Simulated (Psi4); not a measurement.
## SiNH₅Cl (charge −1): interaction calculation (part 2 of 2)

Continued. System: SiNH₅Cl, charge −1, SMILES [NH2-].[SiH3]Cl. Method: PBE0/def2-SVPD, RKS, dispersion D2 (Psi4 1.11). 

Geometry of the input (Å):
```
N  0.3422  -0.2030  0.1687
H  0.1255  0.8012  0.1560
H  -0.4677  -0.5982  -0.3247
Si -2.4988  3.1156  -2.4120
Cl -0.8227  1.9293  -2.3941
H  -3.5231  2.4958  -1.5405
H  -2.9940  3.2094  -3.8043
H  -2.1314  4.4568  -1.9034
```

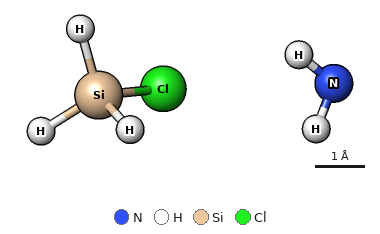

The structure as given in the input (ball-and-stick view, seen at an oblique angle).

**The program's output, continued**
```
  DFHelper Memory: AOs need 0.015 GiB; user supplied 0.902 GiB.
  SCF_SUBTYPE=INCORE selected. In-core MEM_DF algorithm will be used.
  Using in-core AOs.

  ==> MemDFJK: Density-Fitted J/K Matrices <==

    J tasked:                   Yes
    K tasked:                   Yes
    wK tasked:                   No
    Memory [MiB]:               923
    Algorithm:                 Core
    Schwarz Cutoff:           1E-12
    Mask sparsity (%):       0.1778
    Fitting Condition:        1E-10

   => Auxiliary Basis Set <=

  Basis Set: (DEF2-SVPD AUX)
    Blend: DEF2-UNIVERSAL-JKFIT
    Number of shells: 94
    Number of basis functions: 310
    Number of Cartesian functions: 370
    Spherical Harmonics?: true
    Max angular momentum: 4

  Cached 100.0% of DFT collocation blocks in 0.216 [GiB].

  Minimum eigenvalue in the overlap matrix is 5.2358684763E-04.
  Reciprocal condition number of the overlap matrix is 7.9504604236E-05.
    Using symmetric orthogonalization.

  ==> Pre-Iterations <==

  SCF Guess: Superposition of Atomic Densities via on-the-fly atomic UHF (no occupation information).

   -------------------------
    Irrep   Nso     Nmo
   -------------------------
     A         75      75
   -------------------------
    Total      75      75
   -------------------------

  ==> Iterations <==

                           Total Energy        Delta E     RMS |[F,P]|

   @DF-RKS iter SAD:  -750.78899096614634   -7.50789e+02   0.00000e+00
   @DF-RKS iter   1:  -751.00225946955618   -2.13269e-01   2.62462e-03 DIIS/ADIIS
   @DF-RKS iter   2:  -751.01572980914182   -1.34703e-02   1.74450e-03 DIIS/ADIIS
   @DF-RKS iter   3:  -751.02494387076649   -9.21406e-03   2.08397e-04 DIIS/ADIIS
   @DF-RKS iter   4:  -751.02510129930931   -1.57429e-04   4.41549e-05 DIIS
   @DF-RKS iter   5:  -751.02510803833650   -6.73903e-06   1.63406e-05 DIIS
   @DF-RKS iter   6:  -751.02510894670274   -9.08366e-07   1.87686e-06 DIIS
   @DF-RKS iter   7:  -751.02510896057606   -1.38733e-08   2.77314e-07 DIIS
  Energy and wave function converged.

  ==> Post-Iterations <==

   Electrons on quadrature grid:
      Ntotal   =   33.9999970267 ; deviation = -2.973e-06

    Final Occupation by Irrep:
              A
    DOCC [    17 ]
    NA   [    17 ]
    NB   [    17 ]

  @DF-RKS Final Energy:  -751.02510896057606

   => Energetics <=

    Nuclear Repulsion Energy =             86.3371016500978783
    One-Electron Energy =               -1209.6671696296623395
    Two-Electron Energy =                 410.0597544902446430
    DFT Exchange-Correlation Energy =     -37.7534571446099960
    Empirical Dispersion Energy =          -0.0013383266460523
    VV10 Nonlocal Energy =                  0.0000000000000000
    Total Energy =                       -751.0251089605760626

Computation Completed

Properties will be evaluated at   0.000000,   0.000000,   0.000000 [a0]

Properties computed using the SCF density matrix

 Multipole Moments:

 ------------------------------------------------------------------------------------
     Multipole            Electronic (a.u.)      Nuclear  (a.u.)        Total (a.u.)
 ------------------------------------------------------------------------------------

 L = 1.  Multiply by 2.5417464519 to convert [e a0] to [Debye]
 Dipole X            :        108.4371283         -108.8822588           -0.4451304
 Dipole Y            :       -163.2957360          163.6108439            0.3151079
 Dipole Z            :        154.4168148         -154.4216160           -0.0048012
 Magnitude           :                                                    0.5453963

 ------------------------------------------------------------------------------------

	total time  =          2 seconds =       0.03 minutes

    Psi4 run time: 0:00:02.71

    -----------------------------------------------------------------------
                               Psi4 1.11 release

    h
    h
    h

    -----------------------------------------------------------------------

    Memory:     1.5 GiB
    Threads:    1
                ecpint, einsums, f̶o̶r̶t̶e̶, gauxc, gcp, g̶d̶m̶a̶, geometric, g̶p̶u̶_̶d̶f̶c̶c̶,
                i̶n̶t̶e̶g̶r̶a̶t̶o̶r̶x̶x̶, i̶p̶i̶, libefp, m̶d̶i̶, m̶p̶2̶d̶, m̶r̶c̶c̶, ooo,
                o̶p̶e̶n̶f̶e̶r̶m̶i̶o̶n̶p̶s̶i̶4̶, pcmsolver, p̶s̶i̶4̶f̶o̶c̶k̶c̶i̶, p̶s̶i̶x̶a̶s̶,
                p̶y̶e̶i̶n̶s̶u̶m̶s̶, r̶e̶s̶p̶, s̶i̶m̶i̶n̶t̶, s̶n̶s̶m̶p̶2̶,
                v̶2̶r̶d̶m̶_̶c̶a̶s̶s̶c̶f̶

  ==> Geometry <==

    Molecular point group: c1
    Full point group: C1

    Geometry (in Bohr), charge = -1, multiplicity = 1:

       Center              X                  Y                   Z               Mass
    ------------   -----------------  -----------------  -----------------  -----------------
         N            0.646664280132    -0.383614403468     0.318796797365    14.003074004430
         H            0.237160628745     1.514048571717     0.294797275571     1.007825032230
         H           -0.883824908877    -1.130434168249    -0.613594072936     1.007825032230
         SI          -4.722104334078     5.887649613738    -4.558057209127    27.976926534650
         CL          -1.554677683414     3.645905305630    -4.524212214220    34.968852682000
         H           -6.657675215339     4.716359566656    -2.911160890790     1.007825032230
         H           -5.657840019621     6.064792540738    -7.189141790863     1.007825032230
         H           -4.027762263801     8.422206984986    -3.596904707196     1.007825032230

  Running in c1 symmetry.

  Rotational constants: A =      0.42991  B =      0.01659  C =      0.01611 [cm^-1]
  Rotational constants: A =  12888.28257  B =    497.50160  C =    482.97688 [MHz]
  Nuclear repulsion =  133.621215810718894

  Charge       = -1
  Multiplicity = 1
  Electrons    = 44
  Nalpha       = 22
  Nbeta        = 22

  ==> Primary Basis <==

  Basis Set: DEF2-SVPD
    Blend: DEF2-SVPD
    Number of shells: 49
    Number of basis functions: 111
    Number of Cartesian functions: 117
    Spherical Harmonics?: true
    Max angular momentum: 2

   => Molecular Quadrature <=

    Radial Scheme          =       TREUTLER
    Pruning Scheme         =           NONE
    Nuclear Scheme         =       TREUTLER

    Blocking Scheme        =         OCTREE
    BS radius alpha        =              1
    Pruning alpha          =              1
    Radial Points          =             75
    Spherical Points       =            302
    Total Points           =         175200
    Total Blocks           =           1351
    Max Points             =            256
    Max Functions          =            109
    Weights Tolerance      =       1.00E-15

  ==> Integral Setup <==

  DFHelper Memory: AOs need 0.041 GiB; user supplied 0.676 GiB.
  SCF_SUBTYPE=INCORE selected. In-core MEM_DF algorithm will be used.
  Using in-core AOs.

  ==> MemDFJK: Density-Fitted J/K Matrices <==

    J tasked:                   Yes
    K tasked:                   Yes
    wK tasked:                   No
    Memory [MiB]:               692
    Algorithm:                 Core
    Schwarz Cutoff:           1E-12
    Mask sparsity (%):       4.7399
    Fitting Condition:        1E-10

   => Auxiliary Basis Set <=

  Basis Set: (DEF2-SVPD AUX)
    Blend: DEF2-UNIVERSAL-JKFIT
    Number of shells: 131
    Number of basis functions: 423
    Number of Cartesian functions: 503
    Spherical Harmonics?: true
    Max angular momentum: 4

  Cached 100.0% of DFT collocation blocks in 0.442 [GiB].

  Minimum eigenvalue in the overlap matrix is 4.9528876154E-04.
  Reciprocal condition number of the overlap matrix is 7.5011158166E-05.
    Using symmetric orthogonalization.

  ==> Pre-Iterations <==

  SCF Guess: Superposition of Atomic Densities via on-the-fly atomic UHF (no occupation information).

   -------------------------
    Irrep   Nso     Nmo
   -------------------------
     A        111     111
   -------------------------
    Total     111     111
   -------------------------

  ==> Iterations <==

                           Total Energy        Delta E     RMS |[F,P]|

   @DF-RKS iter SAD:  -806.12448592756834   -8.06124e+02   0.00000e+00
   @DF-RKS iter   1:  -806.41093982554275   -2.86454e-01   7.91612e-03 DIIS/ADIIS
   @DF-RKS iter   2:  -801.65975344128867    4.75119e+00   1.53600e-02 DIIS/ADIIS
   @DF-RKS iter   3:  -806.68150190805000   -5.02175e+00   3.61319e-03 DIIS/ADIIS
   @DF-RKS iter   4:  -806.77561481413682   -9.41129e-02   2.11685e-03 DIIS/ADIIS
   @DF-RKS iter   5:  -806.81026115872930   -3.46463e-02   7.38283e-04 DIIS/ADIIS
   @DF-RKS iter   6:  -806.81332554876110   -3.06439e-03   2.75011e-04 DIIS/ADIIS
   @DF-RKS iter   7:  -806.81391031871101   -5.84770e-04   8.80885e-05 DIIS
   @DF-RKS iter   8:  -806.81396924571493   -5.89270e-05   1.94029e-05 DIIS
   @DF-RKS iter   9:  -806.81397265249666   -3.40678e-06   5.56086e-06 DIIS
   @DF-RKS iter  10:  -806.81397297107105   -3.18574e-07   4.92935e-07 DIIS
  Energy and wave function converged.

  ==> Post-Iterations <==

   Electrons on quadrature grid:
      Ntotal   =   43.9999954165 ; deviation = -4.584e-06

    Orbital Energies [Eh]
    ---------------------

    Doubly Occupied:

       1A   -101.556923     2A    -66.166139     3A    -14.067442
       4A     -9.405553     5A     -7.144757     6A     -7.138341
       7A     -7.138194     8A     -5.254172     9A     -3.593283
      10A     -3.590498    11A     -3.590298    12A     -0.720407
      13A     -0.515227    14A     -0.448268    15A     -0.281952
      16A     -0.280948    17A     -0.278367    18A     -0.203948
      19A     -0.201800    20A     -0.161732    21A     -0.020723
      22A      0.053573

    Virtual:

      23A      0.099850    24A      0.118508    25A      0.147082
      26A      0.151158    27A      0.183579    28A      0.189176
      29A      0.202697    30A      0.226917    31A      0.232125
      32A      0.239812    33A      0.257190    34A      0.282899
      35A      0.285856    36A      0.308800    37A      0.319049
      38A      0.335134    39A      0.360860    40A      0.373145
      41A      0.384089    42A      0.386768    43A      0.408032
      44A      0.409457    45A      0.415052    46A      0.424931
      47A      0.430062    48A      0.435722    49A      0.454095
      50A      0.463384    51A      0.470262    52A      0.486697
      53A      0.494143    54A      0.516712    55A      0.541207
      56A      0.543359    57A      0.552189    58A      0.574325
      59A      0.611777    60A      0.642888    61A      0.669458
      62A      0.696990    63A      0.721151    64A      0.733652
      65A      0.746132    66A      0.773144    67A      0.801276
      68A      0.823006    69A      0.842400    70A      0.857304
      71A      0.863490    72A      0.874281    73A      0.912768
      74A      1.029218    75A      1.092330    76A      1.112881
      77A      1.124735    78A      1.129992    79A      1.168668
      80A      1.190312    81A      1.210128    82A      1.236082
      83A      1.270410    84A      1.290914    85A      1.309795
      86A      1.322354    87A      1.378388    88A      1.402337
      89A      1.505110    90A      1.629843    91A      1.691372
      92A      1.698130    93A      1.795445    94A      1.810165
      95A      1.893743    96A      1.902610    97A      1.989751
      98A      1.994365    99A      2.059656   100A      2.105134
     101A      2.154080   102A      2.179418   103A      2.374727
     104A      2.376715   105A      2.428224   106A      2.497757
     107A      2.860786   108A      2.961433   109A      3.125054
     110A      3.463742   111A      3.828830

    Final Occupation by Irrep:
              A
    DOCC [    22 ]
    NA   [    22 ]
    NB   [    22 ]

  @DF-RKS Final Energy:  -806.81397297107105

   => Energetics <=

    Nuclear Repulsion Energy =            133.6212158107188941
    One-Electron Energy =               -1386.5585228778979854
    Two-Electron Energy =                 489.7468703539342982
    DFT Exchange-Correlation Energy =     -43.6213279076156439
    Empirical Dispersion Energy =          -0.0022083502106360
    VV10 Nonlocal Energy =                  0.0000000000000000
    Total Energy =                       -806.8139729710709389

Computation Completed

Properties will be evaluated at   0.000000,   0.000000,   0.000000 [a0]

Properties computed using the SCF density matrix

 Multipole Moments:

 ------------------------------------------------------------------------------------
     Multipole            Electronic (a.u.)      Nuclear  (a.u.)        Total (a.u.)
 ------------------------------------------------------------------------------------

 L = 1.  Multiply by 2.5417464519 to convert [e a0] to [Debye]
 Dipole X            :        104.4402815         -105.0022731           -0.5619916
 Dipole Y            :       -161.4734122          161.3091575           -0.1642547
 Dipole Z            :        152.9694950         -152.5088352            0.4606598
 Magnitude           :                                                    0.7449978

 ------------------------------------------------------------------------------------

	total time  =          7 seconds =       0.12 minutes

    Psi4 run time: 0:00:06.86

  //>>>>>>>>>>>>>>>>>>>>>>>>>>>>>>>>>>>//
  //          ManyBody Results         //
  //<<<<<<<<<<<<<<<<<<<<<<<<<<<<<<<<<<<//

   ==> N-Body: Non-Counterpoise Corrected (NoCP) energies <==

              MC n-Body  Total Energy            Interaction Energy                          N-body Contribution to Interaction Energy
                         [Eh]                    [Eh]                  [kcal/mol]            [Eh]                  [kcal/mol]
              §A  1     -806.807804975608        0.000000000000        0.000000000000        0.000000000000        0.000000000000
     FULL/RTN §A  2     -806.813972971071       -0.006167995463       -3.870475587527       -0.006167995463       -3.870475587527

   MC Legend: §A: "(auto)"

    Psi4 run time: 0:00:13.19

[set-up sections that repeat, and orbital energies of the middle runs, are left out above]
```

**Key numbers**

```csv
quantity,value
outcome,converged
basis functions,111
wall time,15 s
peak memory,0.72 GiB
```
